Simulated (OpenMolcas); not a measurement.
## Ga⁺: multiconfigurational calculation

- system: Ga⁺.
- method: state-averaged XMS-RASPT2, IPEA shift 0.25, imaginary shift 0.1 hartree, closed shells 3d correlated, active space 2 electrons in the shells 4s 4p 4d; RAS3 4d with at most 2 electrons, basis ANO-RCC-VTZP, DKH2 scalar Hamiltonian, spin-orbit coupling by RASSI with atomic mean-field integrals (OpenMolcas)

## The program's output (extracts)
```
--- CASPT2 ---
Orbital specifications:
      -----------------------

      Symmetry species                           1   2
                                                ag  au
      Frozen orbitals                            3   6
      Inactive orbitals                          5   0
      Active orbitals                            6   3
      Secondary orbitals                         7  13
      Deleted orbitals                           0   0
      Number of basis functions                 21  22
Type of calculation                        XMS-CASPT2
      Fock operator                              state-average
      IPEA shift                                 0.25
      Real shift                                 0.00
      Imaginary shift                            0.10
      The input orbitals will be transformed to quasi-canonical
      The input states will be rotated to diagonalize the Fock operator
Reference energy:       -1941.4551051617
      E2 (Non-variational):      -0.3802082208
      Shift correction:          -0.0000751190
      E2 (Variational):          -0.3802833398
      Total energy:           -1941.8353885016
      Residual norm:              0.0000001545
      Reference weight:           0.95911
      Contributions to the CASPT2 correlation energy
      Active & Virtual Only:         -0.0008576827
      One Inactive Excited:          -0.0286300996
      Two Inactive Excited:          -0.3507204385
Reference energy:       -1941.4551051617
      E2 (Non-variational):      -0.3802044086
      Shift correction:          -0.0000751006
      E2 (Variational):          -0.3802795092
      Total energy:           -1941.8353846710
      Residual norm:              0.0000001545
      Reference weight:           0.95911
      Contributions to the CASPT2 correlation energy
      Active & Virtual Only:         -0.0008576827
      One Inactive Excited:          -0.0286262798
      Two Inactive Excited:          -0.3507204461
::    XMS-CASPT2 Root  1     Total energy:  -1941.83539310
::    XMS-CASPT2 Root  2     Total energy:  -1941.83538844
::    XMS-CASPT2 Root  3     Total energy:  -1941.83538434
--- CASPT2 ---
Orbital specifications:
      -----------------------

      Symmetry species                           1   2
                                                ag  au
      Frozen orbitals                            3   6
      Inactive orbitals                          5   0
      Active orbitals                            6   3
      Secondary orbitals                         7  13
      Deleted orbitals                           0   0
      Number of basis functions                 21  22
Type of calculation                        XMS-CASPT2
      Fock operator                              state-average
      IPEA shift                                 0.25
      Real shift                                 0.00
      Imaginary shift                            0.10
      The input orbitals will be transformed to quasi-canonical
      The input states will be rotated to diagonalize the Fock operator
Reference energy:       -1941.9562939058
      E2 (Non-variational):      -0.4079739753
      Shift correction:          -0.0001508648
      E2 (Variational):          -0.4081248402
      Total energy:           -1942.3644187460
      Residual norm:              0.0000005859
      Reference weight:           0.94991
      Contributions to the CASPT2 correlation energy
      Active & Virtual Only:         -0.0088952507
      One Inactive Excited:          -0.0477293036
      Two Inactive Excited:          -0.3513494210
Reference energy:       -1941.4713852550
      E2 (Non-variational):      -0.3737591730
      Shift correction:          -0.0000908447
      E2 (Variational):          -0.3738500177
      Total energy:           -1941.8452352727
      Residual norm:              0.0000002472
      Reference weight:           0.95968
      Contributions to the CASPT2 correlation energy
      Active & Virtual Only:         -0.0010039579
      One Inactive Excited:          -0.0227555364
      Two Inactive Excited:          -0.3499996786
::    XMS-CASPT2 Root  1     Total energy:  -1942.35819378
::    XMS-CASPT2 Root  2     Total energy:  -1941.84546854
::    XMS-CASPT2 Root  3     Total energy:  -1941.84534864
::    XMS-CASPT2 Root  4     Total energy:  -1941.84528284
::    XMS-CASPT2 Root  5     Total energy:  -1941.84524046
::    XMS-CASPT2 Root  6     Total energy:  -1941.84521202
::    XMS-CASPT2 Root  7     Total energy:  -1941.74266659
--- CASPT2 ---
Orbital specifications:
      -----------------------

      Symmetry species                           1   2
                                                ag  au
      Frozen orbitals                            3   6
      Inactive orbitals                          5   0
      Active orbitals                            6   3
      Secondary orbitals                         7  13
      Deleted orbitals                           0   0
      Number of basis functions                 21  22
Type of calculation                        XMS-CASPT2
      Fock operator                              state-average
      IPEA shift                                 0.25
      Real shift                                 0.00
      Imaginary shift                            0.10
      The input orbitals will be transformed to quasi-canonical
      The input states will be rotated to diagonalize the Fock operator
Reference energy:       -1941.7587718132
      E2 (Non-variational):      -0.3855641655
      Shift correction:          -0.0000719077
      E2 (Variational):          -0.3856360732
      Total energy:           -1942.1444078864
      Residual norm:              0.0000001343
      Reference weight:           0.95861
      Contributions to the CASPT2 correlation energy
      Active & Virtual Only:         -0.0010642309
      One Inactive Excited:          -0.0316703836
      Two Inactive Excited:          -0.3528295509
Reference energy:       -1941.7587718132
      E2 (Non-variational):      -0.3855991535
      Shift correction:          -0.0000722156
      E2 (Variational):          -0.3856713691
      Total energy:           -1942.1444431823
      Residual norm:              0.0000001343
      Reference weight:           0.95858
      Contributions to the CASPT2 correlation energy
      Active & Virtual Only:         -0.0010639992
      One Inactive Excited:          -0.0317057859
      Two Inactive Excited:          -0.3528293684
::    XMS-CASPT2 Root  1     Total energy:  -1942.14449703
::    XMS-CASPT2 Root  2     Total energy:  -1942.14444059
::    XMS-CASPT2 Root  3     Total energy:  -1942.14439396
--- CASPT2 ---
Orbital specifications:
      -----------------------

      Symmetry species                           1   2
                                                ag  au
      Frozen orbitals                            3   6
      Inactive orbitals                          5   0
      Active orbitals                            6   3
      Secondary orbitals                         7  13
      Deleted orbitals                           0   0
      Number of basis functions                 21  22
Type of calculation                        XMS-CASPT2
      Fock operator                              state-average
      IPEA shift                                 0.25
      Real shift                                 0.00
      Imaginary shift                            0.10
      The input orbitals will be transformed to quasi-canonical
      The input states will be rotated to diagonalize the Fock operator
Reference energy:       -1941.6390344932
      E2 (Non-variational):      -0.3973647311
      Shift correction:          -0.0001337943
      E2 (Variational):          -0.3974985254
      Total energy:           -1942.0365330186
      Residual norm:              0.0000000610
      Reference weight:           0.95313
      Contributions to the CASPT2 correlation energy
      Active & Virtual Only:         -0.0058524767
      One Inactive Excited:          -0.0396574911
      Two Inactive Excited:          -0.3518547633
Reference energy:       -1941.6390344932
      E2 (Non-variational):      -0.3974492257
      Shift correction:          -0.0001351522
      E2 (Variational):          -0.3975843779
      Total energy:           -1942.0366188711
      Residual norm:              0.0000000610
      Reference weight:           0.95304
      Contributions to the CASPT2 correlation energy
      Active & Virtual Only:         -0.0058514830
      One Inactive Excited:          -0.0397448927
      Two Inactive Excited:          -0.3518528500
::    XMS-CASPT2 Root  1     Total energy:  -1942.03662442
::    XMS-CASPT2 Root  2     Total energy:  -1942.03661006
::    XMS-CASPT2 Root  3     Total energy:  -1942.03651448
```

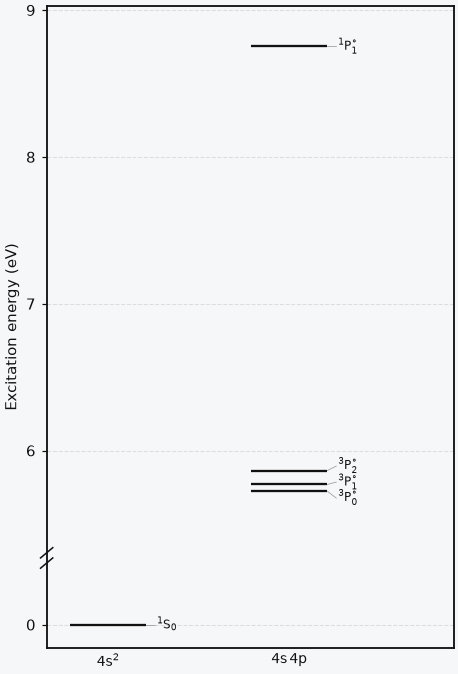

*Level diagram of Ga⁺.*

The lowest level is 4s² ¹S₀. The first excited level, 4s 4p ³P°₀, lies at 5.72 eV. It is also the lowest level of opposite parity. The leading LS term holds 100 % of a level on average.

| Configuration | Level | E (eV) | LS purity (%) |
| --- | --- | --- | --- |
| 4s² | ¹S₀ | 0 | 100 |
| 4s 4p | ³P°₀ | 5.723 | 100 |
| 4s 4p | ³P°₁ | 5.769 | 100 |
| 4s 4p | ³P°₂ | 5.863 | 100 |
| 4s 4p | ¹P°₁ | 8.753 | 100 |

## Input file
```
&GATEWAY
Coord
1

Ga 0.0 0.0 0.0
Basis=ANO-RCC-VTZP
Group=XYZ
NoMove
AngMom=0.0 0.0 0.0
AMFI
&SEWARD
&RASSCF
FileOrb=start.orb
Symmetry=1
Spin=3
nActEl=2 0 0
Inactive=8 6
Ras2=1 3
CIRoot=3 3 1
SDav=3
CIMx=300
Iter=120 100
PrWF=0.3
OrbListing=Nothing
MaxOrb=0
Atom
>>> COPY $Project.JobIph JOBPRE
&RASSCF
FileOrb=start.orb
Symmetry=1
Spin=3
nActEl=2 0 2
Inactive=8 6
Ras2=1 3
Ras3=5 0
CIRoot=3 3 1
SDav=18
CIMx=300
Iter=120 100
PrWF=0.3
OrbListing=Nothing
MaxOrb=0
Thrs=2.0e-7 1.0e-1 5.0e-4
Atom
>>> COPY $Project.JobIph JOB001
&RASSCF
FileOrb=start.orb
Symmetry=1
Spin=1
nActEl=2 0 2
Inactive=8 6
Ras2=1 3
Ras3=5 0
CIRoot=7 7 1
SDav=27
CIMx=300
Iter=120 100
PrWF=0.3
OrbListing=Nothing
MaxOrb=0
Thrs=2.0e-7 1.0e-1 5.0e-4
Atom
>>> COPY $Project.JobIph JOB002
&RASSCF
FileOrb=start.orb
Symmetry=2
Spin=3
nActEl=2 0 2
Inactive=8 6
Ras2=1 3
Ras3=5 0
CIRoot=3 3 1
SDav=18
CIMx=300
Iter=120 100
PrWF=0.3
OrbListing=Nothing
MaxOrb=0
Thrs=2.0e-7 1.0e-1 5.0e-4
Atom
>>> COPY $Project.JobIph JOB003
&RASSCF
FileOrb=start.orb
Symmetry=2
Spin=1
nActEl=2 0 2
Inactive=8 6
Ras2=1 3
Ras3=5 0
CIRoot=3 3 1
SDav=18
CIMx=300
Iter=120 100
PrWF=0.3
OrbListing=Nothing
MaxOrb=0
Thrs=2.0e-7 1.0e-1 5.0e-4
Atom
>>> COPY $Project.JobIph JOB004
&RASSI
NrOfJobIphs=4 3 7 3 3
1 2 3
1 2 3 4 5 6 7
1 2 3
1 2 3
IphNames
JOB001
JOB002
JOB003
JOB004
EJob
SpinOrbit
DIPRint=1.0
SOCoupling=1000.0
Subsets=2
MEES
Property=10
'ANGMOM' 1 'ANGMOM' 2 'ANGMOM' 3 'MLTPL  1' 1 'MLTPL  1' 2 'MLTPL  1' 3
'AMFI' 1 'AMFI' 2 'AMFI' 3 'MLTPL  2' 6
SOProperty=3
'ANGMOM' 1 'ANGMOM' 2 'ANGMOM' 3
>>> COPY JOB001 $Project.JobIph
&CASPT2
XMultistate=3 1 2 3
Frozen=3 6
IPEA=0.25
Imaginary=0.1
MaxIter=60
WThr=0.0 0.3 0.05
PrWF=0.5
NoMix
>>> COPY JOB002 $Project.JobIph
&CASPT2
XMultistate=7 1 2 3 4 5 6 7
Frozen=3 6
IPEA=0.25
Imaginary=0.1
MaxIter=60
WThr=0.0 0.3 0.05
PrWF=0.5
NoMix
>>> COPY JOB003 $Project.JobIph
&CASPT2
XMultistate=3 1 2 3
Frozen=3 6
IPEA=0.25
Imaginary=0.1
MaxIter=60
WThr=0.0 0.3 0.05
PrWF=0.5
NoMix
>>> COPY JOB004 $Project.JobIph
&CASPT2
XMultistate=3 1 2 3
Frozen=3 6
IPEA=0.25
Imaginary=0.1
MaxIter=60
WThr=0.0 0.3 0.05
PrWF=0.5
NoMix
```

The file start.orb holds starting orbitals from an earlier step. A driver script formed the levels outside the program, from RASSI's spin-orbit matrix and the CASPT2 energies (for multi-state variants, the effective Hamiltonian), averaged over the components of each term or state. The log and the time are those of the CASPT2 step.

## Key numbers

| quantity | value |
| --- | --- |
| outcome | converged |
| lowest level | 4s² ¹S₀ |
| first excited level | 4s 4p ³P°₀, 46,157 cm⁻¹ (measured: 47,368) |
| energy of the lowest spin-free term | −1942.35819 hartree |
| energy of the lowest spin-orbit level | −1942.35820 hartree |
| CASPT2 correlation energy | −0.4019 hartree |
| largest spread among components of a term | 56.3 cm⁻¹ |
| lowest reference weight | 0.950 |
| hardware | 1 CPU thread, shared host |
| wall time | 5.2 s |

## Remarks

The components of ¹D, which symmetry makes degenerate, are split by 56 cm⁻¹ in CASPT2. This is an artefact; the levels of such states rest on averages and are uncertain by about as much. Caveats: extra active shells serve correlation only, their own levels not computed; only configurations of the active space are included.
